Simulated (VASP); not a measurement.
Band structure of Os (relaxed from the simple-cubic structure, space group Pm-3m). These are r2SCAN meta-GGA, VASP's PBE PAW potentials (set 64) (plane waves; VASP) values and carry that method's errors.

Unless said otherwise, spin-orbit coupling is left out, though it shifts the bands of the heavy elements here.

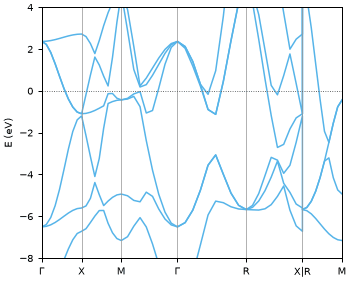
Bands along high-symmetry lines, zero at the valence-band maximum or, without a gap, the Fermi level

Q: Read the plot: is there a gap, and where are the band edges?

A: It has no gap at this level: it comes out as a metal or semimetal.

The structure was generated: Os was put into the simple-cubic type (Pm-3m), which need not be its known phase. It was relaxed first.
